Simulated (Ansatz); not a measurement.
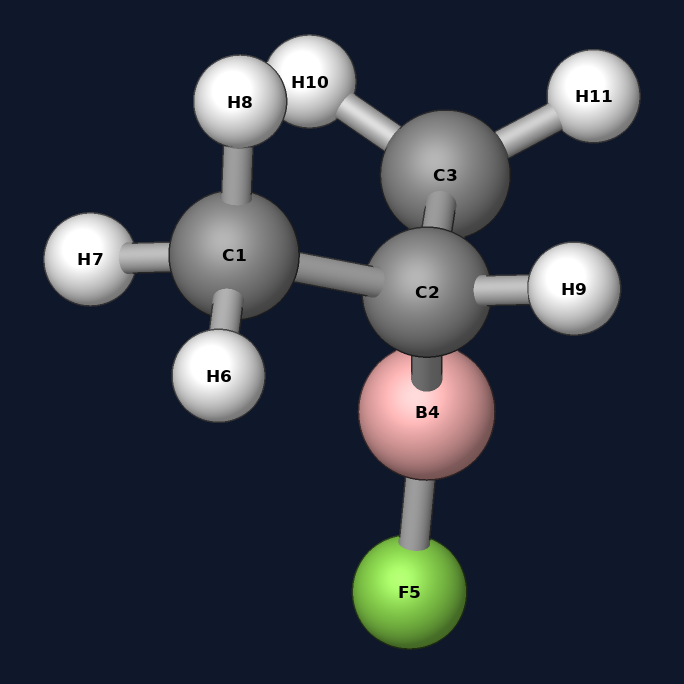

The questions are on Mulliken charges. The geometry was computed by an optimisation with PBE0-D4/def2-TZVP. No frequency run is at hand to confirm it as a minimum. Properties computed with RKS PBE0-D4/def2-TZVP (Ansatz 0.2.0).

Give the Mulliken charges atom by atom.

```tsv
atom	value (e)
C1	−0.37
C2	−0.18
C3	−0.37
B4	0.40
F5	−0.24
H6	0.13
H7	0.12
H8	0.12
H9	0.12
H10	0.13
H11	0.14
```

Mulliken values depend strongly on the basis set and can even reverse the polarity of a bond.
